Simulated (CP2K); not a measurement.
**GeSiH5Cl (SMILES Cl[SiH2][GeH3]): BLYP-D3(BJ)/DZVP-MOLOPT-SR-GTH (core potential)**

Aim: the vertical ionisation energy of GeSiH5Cl at BLYP-D3(BJ)/DZVP-MOLOPT-SR-GTH (core potential), from 2 runs. 

The results are computed with CP2K 2026.2.

2 further runs of the same task are left out: 2 set aside as unsound or not needed.

## 1. The molecule

The species is GeSiH5Cl (8 atoms), meant as a singlet with charge 0. SMILES: `Cl[SiH2][GeH3]`. The coordinates come from a PBE0-D4/def2-TZVP relaxation.

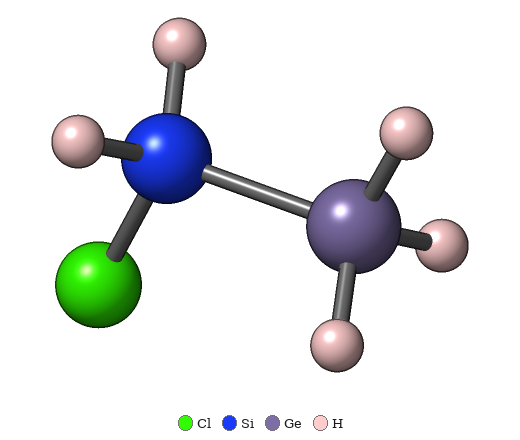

Viewed from a chosen angle; chlorine green, silicon blue, germanium purple, hydrogen pink.

## 2. A single-point energy at BLYP-D3(BJ)/DZVP-MOLOPT-SR-GTH (core potential)

File calc.inp:

```
&GLOBAL
    PROJECT calc
    RUN_TYPE ENERGY
    PRINT_LEVEL MEDIUM
&END
&FORCE_EVAL
    METHOD QUICKSTEP
    &DFT
        BASIS_SET_FILE_NAME BASIS_MOLOPT
        POTENTIAL_FILE_NAME GTH_POTENTIALS
        CHARGE 0
        MULTIPLICITY 1
        &QS
            METHOD GPW
            EPS_DEFAULT 1.0E-10
        &END
        &MGRID
            CUTOFF 400
            REL_CUTOFF 50
            NGRIDS 4
        &END
        &POISSON
            PERIODIC NONE
            POISSON_SOLVER MULTIPOLE
        &END
        &SCF
            SCF_GUESS ATOMIC
            EPS_SCF 1.0E-06
            MAX_SCF 150
            ADDED_MOS 5
            &DIAGONALIZATION
                ALGORITHM STANDARD
            &END
            &MIXING
                METHOD PULAY_MIXING
                ALPHA 0.4
                NBUFFER 4
            &END
        &END
        &XC
            &XC_FUNCTIONAL BLYP
            &END
            &VDW_POTENTIAL
                POTENTIAL_TYPE PAIR_POTENTIAL
                &PAIR_POTENTIAL
                    TYPE DFTD3(BJ)
                    PARAMETER_FILE_NAME dftd3.dat
                    REFERENCE_FUNCTIONAL BLYP
                    R_CUTOFF 15
                &END
            &END
        &END
        &PRINT
            &MOMENTS
                PERIODIC F
                REFERENCE COM
                MAX_MOMENT 1
            &END
            &MO ON
                ENERGIES T
                OCCUPATION_NUMBERS T
                NDIGITS 6
                &EACH
                    QS_SCF 0
                &END
                ADD_LAST NUMERIC
            &END
            &HIRSHFELD OFF
            &END
        &END
    &END
    &SUBSYS
        &CELL
            ABC [angstrom] 11.3 10.7 11.2
            PERIODIC NONE
        &END
        &COORD
            UNIT bohr
            Cl    -4.3280397     2.3001746    -0.5869489
            Si    -0.7825356     1.1387490    -1.7137926
            Ge     1.0988757    -1.2513766     1.5924722
            H     -1.0839469    -0.3900395    -4.0455257
            H      0.7194187     3.4311757    -2.3096233
            H      1.3439732     0.3811578     3.9799522
            H      3.7444923    -2.1457840     0.7853702
            H     -0.5378161    -3.5721493     2.1924602
        &END
        &TOPOLOGY
            &CENTER_COORDINATES
            &END
        &END
        &KIND Cl
            BASIS_SET DZVP-MOLOPT-SR-GTH-q7
            POTENTIAL GTH-BLYP-q7
        &END
        &KIND Si
            BASIS_SET DZVP-MOLOPT-SR-GTH-q4
            POTENTIAL GTH-BLYP-q4
        &END
        &KIND Ge
            BASIS_SET DZVP-MOLOPT-SR-GTH-q4
            POTENTIAL GTH-BLYP-q4
        &END
        &KIND H
            BASIS_SET DZVP-MOLOPT-SR-GTH-q1
            POTENTIAL GTH-BLYP-q1
        &END
    &END
&END
```

Launch:

```sh
$ OMP_NUM_THREADS=1 cp2k.psmp calc.inp > calc.out
```

Log:

```text
CP2K| version string:                                       CP2K version 2026.2
[...]
 GLOBAL| Method name                                                        CP2K
[...]
 GLOBAL| Run type                                                         ENERGY
[...]
 DFT| Spin restricted Kohn-Sham (RKS) calculation                            RKS
 DFT| Multiplicity                                                             1
[...]
 DFT| Charge                                                                   0
[...]
 FUNCTIONAL| BECKE88:
 FUNCTIONAL| LYP:
[...]
 QS| Method:                                                                 GPW
[...]
 QS| Density cutoff [a.u.]:                                                200.0
[...]
 QS| Relative density cutoff [a.u.]:                                        25.0
[...]
                             - Atoms:                                          8
[...]
                             - Spherical basis functions:                     64
[...]
 Number of electrons:                                                         20
[...]
     1 NoMix/Diag. 0.40E+00    1.1     1.08194871       -25.0042875935 -2.50E+01
[...]
    16 Pulay/Diag. 0.40E+00    1.4     0.00000090       -25.6990982801 -2.11E-06
  *** SCF run converged in    16 steps ***
[...]
  Overlap energy of the core charge distribution:               0.00000191267482
  Self energy of the core charge distribution:                -59.38249422056141
  Core Hamiltonian energy:                                     14.46928923721277
  Hartree energy:                                              26.18161387706174
  Exchange-correlation energy:                                 -6.95243532970034
  Dispersion energy:                                           -0.01507375676525
  Total energy:                                               -25.69909828007767
[...]
                     Mulliken Population Analysis
 #  Atom  Element  Kind  Atomic population                           Net charge
       1     Cl       1          7.174632                             -0.174632
       2     Si       2          4.031553                             -0.031553
       3     Ge       3          4.043643                             -0.043643
       4     H        4          0.959212                              0.040788
       5     H        4          0.959196                              0.040804
       6     H        4          0.943138                              0.056862
       7     H        4          0.945817                              0.054183
       8     H        4          0.942811                              0.057189
 # Total charge                             20.000000                  0.000000
[...]
  Dipole moment [Debye]
    X=  0.1294756E+01 Y= -0.6261475E+00 Z=  0.2202721E-01  Total=      1.4383810
 ENERGY| Total FORCE_EVAL ( QS ) energy [hartree]            -25.699098280077674
[...]
```

Run time: 23 s. Hardware: 1 thread of Arm Neoverse V2, shared host; peak memory 1.4 GiB.

## 3. The doublet cation, same level

File calc.inp:

```
&GLOBAL
    PROJECT_NAME calc
    RUN_TYPE ENERGY
    PRINT_LEVEL MEDIUM
&END GLOBAL

&FORCE_EVAL
    METHOD QS
    &DFT
        BASIS_SET_FILE_NAME BASIS_MOLOPT
        POTENTIAL_FILE_NAME GTH_POTENTIALS
        CHARGE 1
        MULTIPLICITY 2
        UNRESTRICTED_KOHN_SHAM T
        &QS
            METHOD GPW
            EPS_DEFAULT 1.0E-10
        &END QS
        &MGRID
            CUTOFF 400
            REL_CUTOFF 50
            NGRIDS 4
        &END MGRID
        &POISSON
            PERIODIC NONE
            POISSON_SOLVER MULTIPOLE
        &END POISSON
        &SCF
            SCF_GUESS ATOMIC
            EPS_SCF 1.0E-06
            MAX_SCF 50
            &OT
                MINIMIZER DIIS
                PRECONDITIONER FULL_ALL
            &END OT
            &OUTER_SCF
                EPS_SCF 1.0E-06
                MAX_SCF 5
            &END OUTER_SCF
        &END SCF
        &XC
            &XC_FUNCTIONAL BLYP
            &END XC_FUNCTIONAL
            &VDW_POTENTIAL
                POTENTIAL_TYPE PAIR_POTENTIAL
                &PAIR_POTENTIAL
                    TYPE DFTD3(BJ)
                    PARAMETER_FILE_NAME dftd3.dat
                    REFERENCE_FUNCTIONAL BLYP
                    R_CUTOFF 15
                &END PAIR_POTENTIAL
            &END VDW_POTENTIAL
        &END XC
        &PRINT
            &MOMENTS
                PERIODIC F
                REFERENCE COM
                MAX_MOMENT 1
            &END MOMENTS
            &MO_CUBES
                NLUMO 1
                NHOMO -1
                WRITE_CUBE F
            &END MO_CUBES
            &HIRSHFELD OFF
            &END HIRSHFELD
        &END PRINT
    &END DFT
    &SUBSYS
        &CELL
            ABC 11.3 10.7 11.2
            PERIODIC NONE
        &END CELL
        &COORD
            Cl     3.514100     6.604500     5.306750
            Si     5.390300     5.989900     4.710450
            Ge     6.385900     4.725100     6.460050
            H      5.230800     5.180900     3.476550
            H      6.185100     7.203000     4.395150
            H      6.515600     5.589000     7.723450
            H      7.785900     4.251800     6.032950
            H      5.519800     3.497000     6.777550
        &END COORD
        &KIND Cl
            BASIS_SET DZVP-MOLOPT-SR-GTH-q7
            POTENTIAL GTH-BLYP-q7
        &END KIND
        &KIND Si
            BASIS_SET DZVP-MOLOPT-SR-GTH-q4
            POTENTIAL GTH-BLYP-q4
        &END KIND
        &KIND Ge
            BASIS_SET DZVP-MOLOPT-SR-GTH-q4
            POTENTIAL GTH-BLYP-q4
        &END KIND
        &KIND H
            BASIS_SET DZVP-MOLOPT-SR-GTH-q1
            POTENTIAL GTH-BLYP-q1
        &END KIND
    &END SUBSYS
&END FORCE_EVAL
```

Launch:

```sh
$ OMP_NUM_THREADS=1 cp2k.psmp -i calc.inp -o calc.out
```

Log (excerpt; [...] marks lines left out):

```text
CP2K| version string:                                       CP2K version 2026.2
[...]
 GLOBAL| Method name                                                        CP2K
[...]
 GLOBAL| Run type                                                         ENERGY
[...]
 DFT| Spin unrestricted (spin-polarized) Kohn-Sham calculation               UKS
 DFT| Multiplicity                                                             2
[...]
 DFT| Charge                                                                   1
[...]
 FUNCTIONAL| BECKE88:
 FUNCTIONAL| LYP:
[...]
 QS| Method:                                                                 GPW
[...]
 QS| Density cutoff [a.u.]:                                                200.0
[...]
 QS| Relative density cutoff [a.u.]:                                        25.0
[...]
                             - Atoms:                                          8
[...]
                             - Spherical basis functions:                     64
[...]
 Number of electrons:                                                         10
[...]
     1 OT DIIS     0.15E+00    2.2     0.08117693       -24.1987840526 -2.42E+01
[...]
    32 OT DIIS     0.15E+00    2.5     0.00000088       -25.3485717828 -9.44E-10
  *** SCF run converged in    32 steps ***
[...]
  Overlap energy of the core charge distribution:               0.00000191267499
  Self energy of the core charge distribution:                -59.38249422056141
  Core Hamiltonian energy:                                     14.12552123548175
  Hartree energy:                                              26.55326309466844
  Exchange-correlation energy:                                 -6.62979004852005
  Dispersion energy:                                           -0.01507375658074
  Total energy:                                               -25.34857178283703
[...]
                     Mulliken Population Analysis
 #  Atom  Element  Kind  Atomic population (alpha,beta) Net charge  Spin moment
       1     Cl       1         3.600385     3.273246     0.126369     0.327138
       2     Si       2         2.036150     1.798311     0.165539     0.237839
       3     Ge       3         1.987555     1.742078     0.270367     0.245476
[...]
  Dipole moment [Debye]
    X=  0.8548103E+00 Y=  0.1306228E+00 Z= -0.1191593E+01  Total=      1.4722966
[...]
 HOMO - LUMO gap [eV] :    0.671399
 ENERGY| Total FORCE_EVAL ( QS ) energy [hartree]            -25.348571782837034
[...]
```

It took 81 s on 1 thread of Arm Neoverse V2, shared host; peak memory 1.3 GiB.

## 4. Summary of results

Level: BLYP-D3(BJ)/DZVP-MOLOPT-SR-GTH (core potential).

| quantity | value |
| --- | --- |
| singlet GeSiH5Cl: total energy | -25.69910 Eh |
| singlet GeSiH5Cl: dipole moment | 1.44 D |
| singlet GeSiH5Cl: HOMO energy | -6.61 eV |
| singlet GeSiH5Cl: LUMO energy | -0.80 eV |
| singlet GeSiH5Cl: HOMO–LUMO gap | 5.81 eV |
| singlet GeSiH5Cl: dispersion energy | -39.58 kJ/mol |
| doublet cation: total energy | -25.34857 Eh |
| doublet cation: HOMO energy (highest over α and β) | -13.12 eV |
| doublet cation: LUMO energy (lowest over α and β) | -12.44 eV |
| doublet cation: dispersion energy | -39.58 kJ/mol |
| doublet cation: ⟨S²⟩ | 0.752 |
| vertical ionisation energy (to the doublet cation) | 9.538 eV |

Removing an electron at fixed nuclei costs 9.54 eV (920 kJ/mol). −ε(HOMO) before ionisation, 6.61 eV, is 2.93 eV below this ionisation energy.
